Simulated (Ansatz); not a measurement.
Two G0W0 runs on PtSe2/PtSe2 (commensurate twisted bilayer).

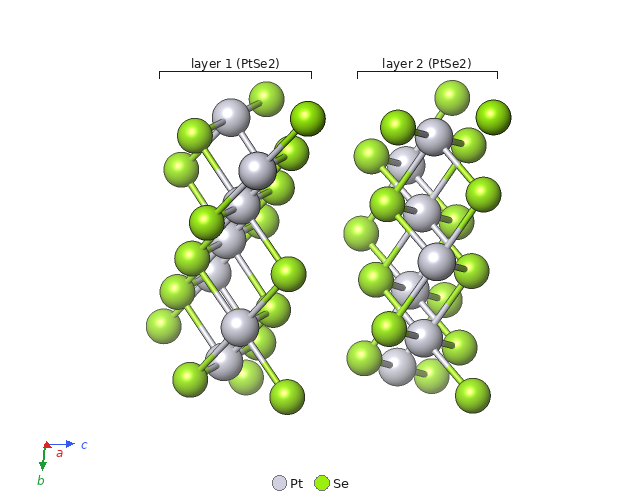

The structure (platinum light grey, selenium green). Bonds to atoms that aren't drawn are left out. Some periodic images of atoms are drawn too.

The cell holds 42 atoms: 14 Pt and 28 Se. Cell: a = 9.895 Å, b = 9.895 Å, c = 39.800 Å, α = 90.0°, β = 90.0°, γ = 120.0°. It derives from Pt1Se2. Regions: layer 1 (PtSe2), 21 atoms (7 Pt and 14 Se); layer 2 (PtSe2), 21 atoms (7 Pt and 14 Se). Vacuum lies along c.

The structure was relaxed with PBE-D3(BJ) (ions only). The runs that relaxed it are not among those shown. Spin-orbit coupling is left out unless a run names it.

The first (Ansatz 0.2.0; start PBE, 3×3×1 mesh, 1938 empty bands, screening to 52 eV, PAW set soft_1 files; 1 × NVIDIA GB200 (shared by 2 runs) with 32 threads of Arm Neoverse V2, shared host) gave, on its mesh: starting gap 0.66 eV, G0W0 gap 1.19 eV, mean of 1 + 4πα/V (set by the cell height) 4.65, 3.9 min.

**Question.** The second changes empty bands from 1938 to 790 and screening cutoff (eV) from 52.0 to 29. What does it give?

It gave: starting gap 0.66 eV, G0W0 gap 1.11 eV, mean of 1 + 4πα/V (set by the cell height) 4.77, 86 s. The G0W0 gap moves by −0.08 eV, +0.00 eV from the start and −0.08 eV from the correction. Σc changes by +0.27 eV at the valence top and +0.19 eV at the conduction bottom, and Σx − Vxc between them by +0.00 eV.

Limits: not at the basis limit; coarse mesh for a sheet; no spin polarisation; d states lean on the start; no spin-orbit coupling.

[Runs of the session that timed out or met a known fault of the program may be left out.]

[Cells called generated may have been cut or substituted from an entry of the Crystallography Open Database or the Materials Project.]

[Hosts, paths, dates, database ids (printed as entryN), source tags and the programs' standing remarks are cut or masked in the printed files.]
